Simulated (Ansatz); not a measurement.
**Work function of Cu(111): what the settings cost and change**

Aim: the work function of Cu(111) against thickness and vacuum, with the cost.

Calculated with Ansatz 0.2.0; plane-wave DFT, PBE, Ansatz PAW.

Experimental background.

“Anisotropic work function of elemental crystals” (2019, arxiv:1902.07811) quotes from earlier work for Cu (clean (111) face, a compiled value): work function (clean (111) face, a compiled value) 4.9 eV.

Report form: the programs' logs are mostly left out.

**1. The starting structure**

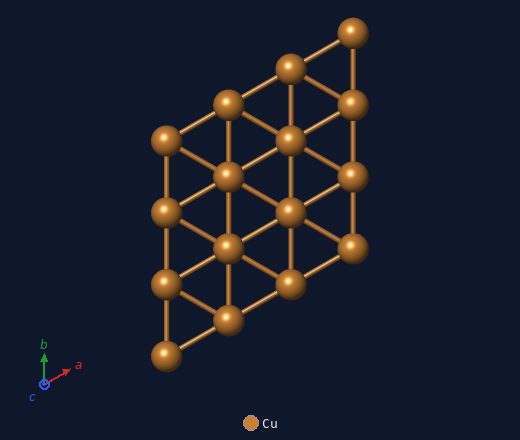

The cell as given, from above (copper orange). 4×4×1 cells are drawn.

The cell holds 1 atom: 1 Cu. Its edges and angles: a = 2.553 Å, b = 2.553 Å, c = 18.000 Å, α = 90.0°, β = 90.0°, γ = 60.0°. Vacuum lies along c.

**2. Slab, setting 1 layer**

A work function rests on the faint tail of the density, so the SCF threshold is tight. The slab grows from one layer, at fixed mesh and 18 Å of vacuum; then the vacuum is varied on one slab.

Contents of input.yaml:

```yaml
crystal:
  lattice:
    - [2.5526554801, 0.0, 0.0]
    - [1.27632774, 2.2106644929, 0.0]
    - [0.0, 0.0, 18.0]
  atoms:
    - { symbol: Cu, position: [0.6666666667, 0.6666666667, 0.5] }
kpoints:
  mp_grid: { grid: [18, 18, 1] }
hamiltonian:
  xc: pbe
scf:
  occupations: { method: fermi_dirac, width: 0.1 }
  convergence: { dr2_threshold: 1.0e-09 }
efield:
  axis: 3
  dipole_correction: true
  ramp_position: 0.97
  ramp_width: 0.06
output:
  write_potential: true
  write_density: true
  volumetric_format: npy
  elf: true
```

Started as:

```
ansatz run input.yaml --threads 2 --pin off --max-ram 3072MiB --backend cpu --events-out ev --progress --plain --runs-dir out
```

The job ended after 7.3 s (2 threads of Arm Neoverse N1, shared host; peak memory 0.37 GiB).

This step gave:

```yaml
energy_at_zero_smearing: -6624.3858 eV
work_function_upper_face: 4.955 eV
```

Running mean over 2.084 Å of the planar mean; the ramp of the sawtooth is left out. Electron's electrostatic potential energy less the Fermi level against z:

```
z (Å)  electron's electrostatic potential energy less the Fermi level (eV)
    3                                                                 4.96
    4                                                                 4.95
    5                                                                 4.95
    6                                                                 4.92
    7                                                                 4.38
    8                                                                -2.27
    9                                                                -7.77
   10                                                                -2.27
   11                                                                 4.38
   12                                                                 4.92
   13                                                                 4.95
   14                                                                 4.95
   15                                                                 4.96
```

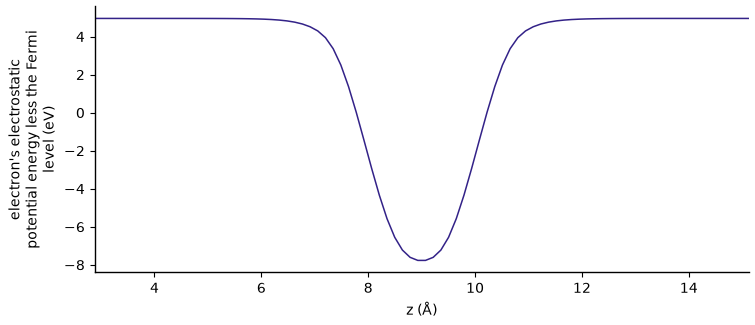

Electron's electrostatic potential energy less the Fermi level against z.

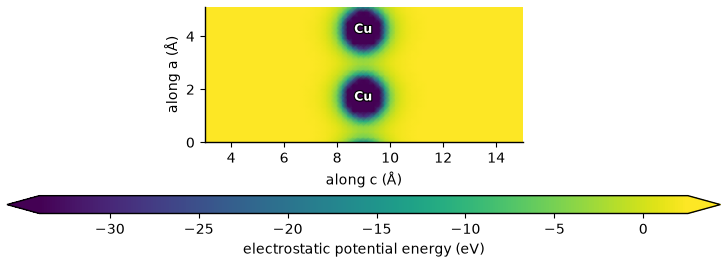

Electrostatic potential energy in the ca plane at fractional y = 0.667, with atoms of Cu within 0.2 Å of it. With pseudopotentials it is smooth inside the atoms' cores, unlike the true potential. The far vacuum is left out of the map.

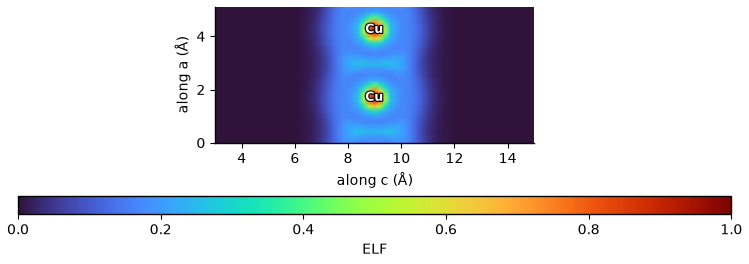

ELF in the ca plane at fractional y = 0.667, with atoms of Cu within 0.2 Å of it. It is the smooth field of the valence electrons, not physical close to the nuclei. The far vacuum is left out of the map.

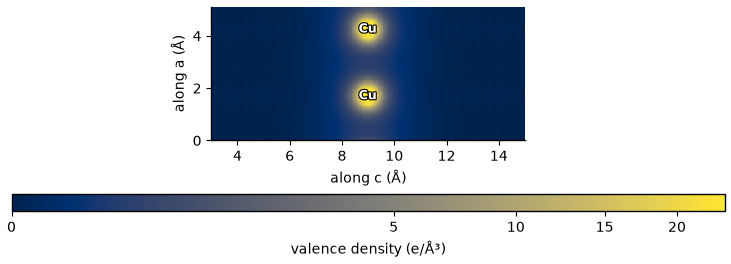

Valence density in the ca plane at fractional y = 0.667, with atoms of Cu within 0.2 Å of it. It is the smooth field of the valence electrons, not physical close to the nuclei. The colour scale is stretched toward low values. The far vacuum is left out of the map.

The work function is 4.955 eV.

**3. Slab, 2 atoms**

System of this step: Cu(111). The cell holds 2 atoms: 2 Cu. Cell: a = 2.553 Å, b = 2.553 Å, c = 20.084 Å, α = 90.0°, β = 90.0°, γ = 60.0°. Vacuum lies along c.

input.yaml, the sections that differ from step 2:

```yaml
crystal:
  lattice:
    - [2.5526554801, 0.0, 0.0]
    - [1.27632774, 2.2106644929, 0.0]
    - [0.0, 0.0, 20.0842344718]
  atoms:
    - { symbol: Cu, position: [0.6666666667, 0.6666666667, 0.4481126733] }
    - { symbol: Cu, position: [0.0, 0.0, 0.5518873267] }
output:
  write_potential: true
  write_density: true
  volumetric_format: npy
# kpoints, hamiltonian, scf, efield: as in step 2
```

It took 12 s on 2 threads; peak memory 0.38 GiB.

The work function is 4.763 eV, -0.192 eV from the run “1 layer”, at 1.7 times its CPU time.

**4. Run, 3 atoms**

System of this step: Cu(111). The cell holds 3 atoms: 3 Cu. Cell: a = 2.553 Å, b = 2.553 Å, c = 22.168 Å, α = 90.0°, β = 90.0°, γ = 60.0°. Vacuum lies along c.

input.yaml, the sections that differ from step 3:

```yaml
crystal:
  lattice:
    - [2.5526554801, 0.0, 0.0]
    - [1.27632774, 2.2106644929, 0.0]
    - [0.0, 0.0, 22.1684689435]
  atoms:
    - { symbol: Cu, position: [0.3333333333, 0.3333333333, 0.4059820289] }
    - { symbol: Cu, position: [0.6666666667, 0.6666666667, 0.5] }
    - { symbol: Cu, position: [0.0, 0.0, 0.5940179711] }
# kpoints, hamiltonian, scf, efield, output: as in step 3
```

Run time: 19 s. Hardware: 2 threads; peak memory 0.44 GiB; 38 s of CPU time.

The work function is 4.777 eV, +0.014 eV from the run “2 layers”, at 1.7 times its CPU time.

**5. Slab, 4 atoms**

System of this step: Cu(111). The cell holds 4 atoms: 4 Cu. Cell: a = 2.553 Å, b = 2.553 Å, c = 24.253 Å, α = 90.0°, β = 90.0°, γ = 60.0°. Vacuum lies along c.

input.yaml, the sections that differ from step 4:

```yaml
crystal:
  lattice:
    - [2.5526554801, 0.0, 0.0]
    - [1.27632774, 2.2106644929, 0.0]
    - [0.0, 0.0, 24.2527034153]
  atoms:
    - { symbol: Cu, position: [0.0, 0.0, 0.3710926508] }
    - { symbol: Cu, position: [0.3333333333, 0.3333333333, 0.4570308836] }
    - { symbol: Cu, position: [0.6666666667, 0.6666666667, 0.5429691164] }
    - { symbol: Cu, position: [0.0, 0.0, 0.6289073492] }
# kpoints, hamiltonian, scf, efield, output: as in step 4
```

Wall time 32 s (2 threads); peak memory 0.49 GiB; 62 s of CPU time.

The work function is 4.810 eV, +0.033 eV from the run “3 layers”, at 1.6 times its CPU time.

**6. Run, 5 atoms**

System of this step: Cu(111). The cell holds 5 atoms: 5 Cu. Its edges and angles: a = 2.553 Å, b = 2.553 Å, c = 26.337 Å, α = 90.0°, β = 90.0°, γ = 60.0°. Vacuum lies along c.

input.yaml, the sections that differ from step 5:

```yaml
crystal:
  lattice:
    - [2.5526554801, 0.0, 0.0]
    - [1.27632774, 2.2106644929, 0.0]
    - [0.0, 0.0, 26.3369378871]
  atoms:
    - { symbol: Cu, position: [0.6666666667, 0.6666666667, 0.3417253759] }
    - { symbol: Cu, position: [0.0, 0.0, 0.420862688] }
    - { symbol: Cu, position: [0.3333333333, 0.3333333333, 0.5] }
    - { symbol: Cu, position: [0.6666666667, 0.6666666667, 0.579137312] }
    - { symbol: Cu, position: [0.0, 0.0, 0.6582746241] }
# kpoints, hamiltonian, scf, efield, output: as in step 5
```

Run time: 48 s. Hardware: 2 threads; peak memory 0.57 GiB; 92 s of CPU time.

The work function is 4.812 eV, +0.002 eV from the run “4 layers”, at 1.5 times its CPU time.

**7. Slab, 6 atoms**

System of this step: Cu(111). The cell holds 6 atoms: 6 Cu. Its edges and angles: a = 2.553 Å, b = 2.553 Å, c = 28.421 Å, α = 90.0°, β = 90.0°, γ = 60.0°. Vacuum lies along c.

input.yaml, the sections that differ from step 6:

```yaml
crystal:
  lattice:
    - [2.5526554801, 0.0, 0.0]
    - [1.27632774, 2.2106644929, 0.0]
    - [0.0, 0.0, 28.4211723589]
  atoms:
    - { symbol: Cu, position: [0.3333333333, 0.3333333333, 0.3166653327] }
    - { symbol: Cu, position: [0.6666666667, 0.6666666667, 0.3899991996] }
    - { symbol: Cu, position: [0.0, 0.0, 0.4633330665] }
    - { symbol: Cu, position: [0.3333333333, 0.3333333333, 0.5366669335] }
    - { symbol: Cu, position: [0.6666666667, 0.6666666667, 0.6100008004] }
    - { symbol: Cu, position: [0.0, 0.0, 0.6833346673] }
# kpoints, hamiltonian, scf, efield, output: as in step 6
```

Run time: 63 s. Hardware: 2 threads; peak memory 0.66 GiB.

The work function is 4.836 eV, +0.025 eV from the run “5 layers”, at 1.3 times its CPU time.

**8. Slab, 8 atoms**

System of this step: Cu(111). The cell holds 8 atoms: 8 Cu. Its edges and angles: a = 2.553 Å, b = 2.553 Å, c = 32.590 Å, α = 90.0°, β = 90.0°, γ = 60.0°. Vacuum lies along c.

input.yaml, the sections that differ from step 7:

```yaml
crystal:
  lattice:
    - [2.5526554801, 0.0, 0.0]
    - [1.27632774, 2.2106644929, 0.0]
    - [0.0, 0.0, 32.5896413024]
  atoms:
    - { symbol: Cu, position: [0.6666666667, 0.6666666667, 0.2761613703] }
    - { symbol: Cu, position: [0.0, 0.0, 0.3401152645] }
    - { symbol: Cu, position: [0.3333333333, 0.3333333333, 0.4040691587] }
    - { symbol: Cu, position: [0.6666666667, 0.6666666667, 0.4680230529] }
    - { symbol: Cu, position: [0.0, 0.0, 0.5319769471] }
    - { symbol: Cu, position: [0.3333333333, 0.3333333333, 0.5959308413] }
    - { symbol: Cu, position: [0.6666666667, 0.6666666667, 0.6598847355] }
    - { symbol: Cu, position: [0.0, 0.0, 0.7238386297] }
# kpoints, hamiltonian, scf, efield, output: as in step 7
```

Run time: 1.8 min. Hardware: 2 threads; peak memory 0.88 GiB; 3.5 min of CPU time.

The work function is 4.826 eV, -0.010 eV from the run “6 layers”, at 1.7 times its CPU time.

**9. Slab, 10 atoms**

System of this step: Cu(111). The cell holds 10 atoms: 10 Cu. Its edges and angles: a = 2.553 Å, b = 2.553 Å, c = 36.758 Å, α = 90.0°, β = 90.0°, γ = 60.0°. Vacuum lies along c.

input.yaml, the sections that differ from step 8:

```yaml
crystal:
  lattice:
    - [2.5526554801, 0.0, 0.0]
    - [1.27632774, 2.2106644929, 0.0]
    - [0.0, 0.0, 36.758110246]
  atoms:
    - { symbol: Cu, position: [0.0, 0.0, 0.2448439253] }
    - { symbol: Cu, position: [0.3333333333, 0.3333333333, 0.3015452752] }
    - { symbol: Cu, position: [0.6666666667, 0.6666666667, 0.3582466252] }
    - { symbol: Cu, position: [0.0, 0.0, 0.4149479751] }
    - { symbol: Cu, position: [0.3333333333, 0.3333333333, 0.471649325] }
    - { symbol: Cu, position: [0.6666666667, 0.6666666667, 0.528350675] }
    - { symbol: Cu, position: [0.0, 0.0, 0.5850520249] }
    - { symbol: Cu, position: [0.3333333333, 0.3333333333, 0.6417533748] }
    - { symbol: Cu, position: [0.6666666667, 0.6666666667, 0.6984547248] }
    - { symbol: Cu, position: [0.0, 0.0, 0.7551560747] }
# kpoints, hamiltonian, scf, efield, output: as in step 8
```

Elapsed: 2.6 min, on 2 threads; peak memory 1.1 GiB; 5.2 min of CPU time.

The work function is 4.813 eV, -0.013 eV from the run “8 layers”, at 1.5 times its CPU time.

**10. Slab, 13 atoms**

System of this step: Cu(111). The cell holds 13 atoms: 13 Cu. Cell: a = 2.553 Å, b = 2.553 Å, c = 43.011 Å, α = 90.0°, β = 90.0°, γ = 60.0°. Vacuum lies along c.

input.yaml, the sections that differ from step 9:

```yaml
crystal:
  lattice:
    - [2.5526554801, 0.0, 0.0]
    - [1.27632774, 2.2106644929, 0.0]
    - [0.0, 0.0, 43.0108136613]
  atoms:
    - { symbol: Cu, position: [0.0, 0.0, 0.2092497034] }
    - { symbol: Cu, position: [0.3333333333, 0.3333333333, 0.2577080861] }
    - { symbol: Cu, position: [0.6666666667, 0.6666666667, 0.3061664689] }
    - { symbol: Cu, position: [0.0, 0.0, 0.3546248517] }
    - { symbol: Cu, position: [0.3333333333, 0.3333333333, 0.4030832345] }
    - { symbol: Cu, position: [0.6666666667, 0.6666666667, 0.4515416172] }
    - { symbol: Cu, position: [0.0, 0.0, 0.5] }
    - { symbol: Cu, position: [0.3333333333, 0.3333333333, 0.5484583828] }
    - { symbol: Cu, position: [0.6666666667, 0.6666666667, 0.5969167655] }
    - { symbol: Cu, position: [0.0, 0.0, 0.6453751483] }
    - { symbol: Cu, position: [0.3333333333, 0.3333333333, 0.6938335311] }
    - { symbol: Cu, position: [0.6666666667, 0.6666666667, 0.7422919139] }
    - { symbol: Cu, position: [0.0, 0.0, 0.7907502966] }
# kpoints, hamiltonian, scf, efield, output: as in step 9
```

Run time: 4.4 min. Hardware: 2 threads; peak memory 1.6 GiB; 8.7 min of CPU time.

The work function is 4.815 eV, +0.001 eV from the run “10 layers”, at 1.7 times its CPU time.

**11. Slab, 7 atoms**

System of this step: Cu(111). The cell holds 7 atoms: 7 Cu. Cell: a = 2.553 Å, b = 2.553 Å, c = 22.505 Å, α = 90.0°, β = 90.0°, γ = 60.0°. Vacuum lies along c.

input.yaml, the sections that differ from step 10:

```yaml
crystal:
  lattice:
    - [2.5526554801, 0.0, 0.0]
    - [1.27632774, 2.2106644929, 0.0]
    - [0.0, 0.0, 22.5054068306]
  atoms:
    - { symbol: Cu, position: [0.0, 0.0, 0.2221688343] }
    - { symbol: Cu, position: [0.3333333333, 0.3333333333, 0.3147792228] }
    - { symbol: Cu, position: [0.6666666667, 0.6666666667, 0.4073896114] }
    - { symbol: Cu, position: [0.0, 0.0, 0.5] }
    - { symbol: Cu, position: [0.3333333333, 0.3333333333, 0.5926103886] }
    - { symbol: Cu, position: [0.6666666667, 0.6666666667, 0.6852207772] }
    - { symbol: Cu, position: [0.0, 0.0, 0.7778311657] }
# kpoints, hamiltonian, scf, efield, output: as in step 10
```

It took 60 s on 2 threads; peak memory 0.63 GiB.

The work function is 4.811 eV. The program marks this work function as in doubt.

**12. Slab, 7 atoms (run 2)**

The cell differs from the one that the last finished run ended in (c 22.505 → 26.505 Å).

input.yaml, the sections that differ from step 11:

```yaml
crystal:
  lattice:
    - [2.5526554801, 0.0, 0.0]
    - [1.27632774, 2.2106644929, 0.0]
    - [0.0, 0.0, 26.5054068306]
  atoms:
    - { symbol: Cu, position: [0.0, 0.0, 0.2640970593] }
    - { symbol: Cu, position: [0.3333333333, 0.3333333333, 0.3427313729] }
    - { symbol: Cu, position: [0.6666666667, 0.6666666667, 0.4213656864] }
    - { symbol: Cu, position: [0.0, 0.0, 0.5] }
    - { symbol: Cu, position: [0.3333333333, 0.3333333333, 0.5786343136] }
    - { symbol: Cu, position: [0.6666666667, 0.6666666667, 0.6572686271] }
    - { symbol: Cu, position: [0.0, 0.0, 0.7359029407] }
# kpoints, hamiltonian, scf, efield, output: as in step 11
```

The job ended after 71 s (2 threads; peak memory 0.69 GiB; 2.3 min of CPU time).

The work function is 4.815 eV, +0.004 eV from the run “7 layers, 10 Å of vacuum”, at 1.2 times its CPU time.

**13. Run, 7 atoms**

The cell differs from the one that the last finished run ended in (c 26.505 → 38.505 Å).

input.yaml, the sections that differ from step 12:

```yaml
crystal:
  lattice:
    - [2.5526554801, 0.0, 0.0]
    - [1.27632774, 2.2106644929, 0.0]
    - [0.0, 0.0, 38.5054068306]
  atoms:
    - { symbol: Cu, position: [0.0, 0.0, 0.337614924] }
    - { symbol: Cu, position: [0.3333333333, 0.3333333333, 0.3917432827] }
    - { symbol: Cu, position: [0.6666666667, 0.6666666667, 0.4458716413] }
    - { symbol: Cu, position: [0.0, 0.0, 0.5] }
    - { symbol: Cu, position: [0.3333333333, 0.3333333333, 0.5541283587] }
    - { symbol: Cu, position: [0.6666666667, 0.6666666667, 0.6082567173] }
    - { symbol: Cu, position: [0.0, 0.0, 0.662385076] }
# kpoints, hamiltonian, scf, efield, output: as in step 12
```

It took 97 s on 2 threads; peak memory 0.9 GiB.

The work function is 4.815 eV, -0.000 eV from the run “7 layers, 14 Å of vacuum”, at 1.4 times its CPU time.

**14. Comparing the runs**

Times are for 2 threads of Arm Neoverse N1, shared host. The runs compared:

```
no.                   setting  work function, upper face (eV)     time  memory (GiB)
  1                   1 layer                           4.955    7.3 s          0.37
  2                  2 layers                           4.763     12 s          0.38
  3                  3 layers                           4.777     19 s          0.44
  4                  4 layers                           4.810     32 s          0.49
  5                  5 layers                           4.812     48 s          0.57
  6                  6 layers                           4.836     63 s          0.66
  7                  8 layers                           4.826  1.8 min          0.88
  8                 10 layers                           4.813  2.6 min           1.1
  9                 13 layers                           4.815  4.4 min           1.6
 10  7 layers, 10 Å of vacuum                           4.811     60 s          0.63
 11  7 layers, 14 Å of vacuum                           4.815     71 s          0.69
 12  7 layers, 26 Å of vacuum                           4.815     97 s           0.9
```

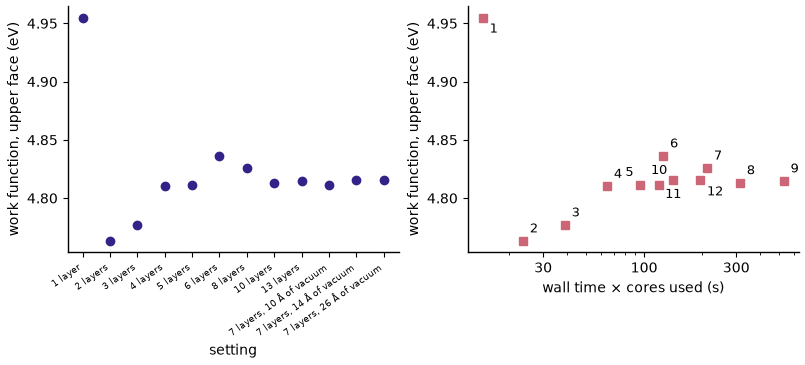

The series as plots; the last panel sets the first result against cost, with the runs numbered as in the table.

**15. Varying the input**

System of this step: Cu(111) monolayer. The cell holds 1 atom: 1 Cu. Its edges and angles: a = 2.553 Å, b = 2.553 Å, c = 18.000 Å, α = 90.0°, β = 90.0°, γ = 60.0°. Vacuum lies along c.

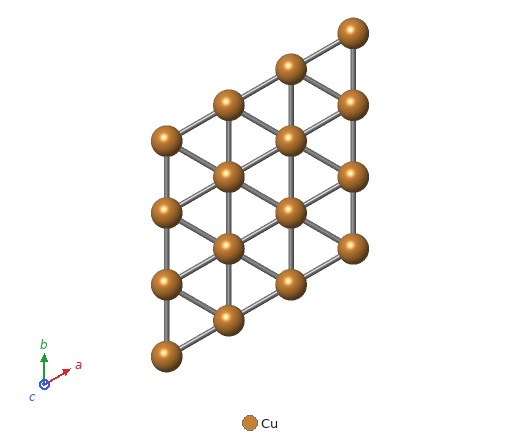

The cell of this step (copper orange). 4×4×1 cells are drawn.

An input spoilt on purpose, to show how the run answers: it repeats the earlier run “1 layer” with efield.amplitude to 0 and efield.dipole_correction from true to false, and scf.max_iter set to 80; its output block differs too.

input.yaml, the sections that differ from step 13:

```yaml
crystal:
  lattice:
    - [2.5526554801, 0.0, 0.0]
    - [1.27632774, 2.2106644929, 0.0]
    - [0.0, 0.0, 18.0]
  atoms:
    - { symbol: Cu, position: [0.6666666667, 0.6666666667, 0.5] }
scf:
  occupations: { method: fermi_dirac, width: 0.1 }
  convergence: { dr2_threshold: 1.0e-09 }
  max_iter: 80
efield:
  axis: 3
  dipole_correction: false
  ramp_position: 0.97
  ramp_width: 0.06
  amplitude: 0
# kpoints, hamiltonian, output: as in step 13
```

Wall time 0.02 s (2 threads); peak memory 0.06 GiB.

The input was rejected at the start.

The program's message: “Error: invalid value for `efield.amplitude`: is zero with dipole_correction: false — the section would apply nothing; set a non-zero amplitude, enable dipole_correction, or remove the block”

The fault put into the input: a field block that applies nothing.

**16. Outcome**

```
work function, 1 layer   : 4.955 eV
work function, 2 layers  : 4.763 eV
work function, 6 layers  : 4.836 eV
work function, 13 layers : 4.815 eV
```

**Reading.** The thickest slab gives 4.81 eV, and the settings tried spread the value from 4.76 to 4.96 eV. At 18 Å of vacuum, the slabs from 3 layers on stay within 0.04 eV of the thickest. Going from 10 to 26 Å of vacuum moves it by 0.004 eV. The program marks the value as in doubt in “7 layers, 10 Å of vacuum”. The ladder's slabs use the tabulated experimental lattice constant (two decimals; a low-temperature value for the alkali metals). In 1 run of the series (7 layers, 10 Å of vacuum) the program warns that electrons reach the sawtooth's ramp, which makes dipole and work function less sure.

Computed beside measured:

```
                                               quantity  measured        13 layers
work function (clean (111) face, a compiled value) (eV)       4.9  4.81 (-0.09 eV)
```

Measured values from arxiv:1902.07811 (2019).

Verdict: The work function is off by -0.09 eV: good agreement. The grades are ours: good and fair within 3 and 7 % for the work function. No cell relaxation is part of this session.

[Logs are printed without paths, hosts, clocks, repeated set-up lines and the standing remarks that a program may print on its own settings, such as how far it seeks lower states.]

[Hosts, paths, dates, database ids (printed as entryN), source tags and the programs' standing remarks are cut or masked in the printed files.]

[Maps of the electrostatic potential energy from Ansatz leave out the sawtooth potential of an applied field or a dipole correction, so their vacuum need not be flat; planar profiles and work functions include it.]
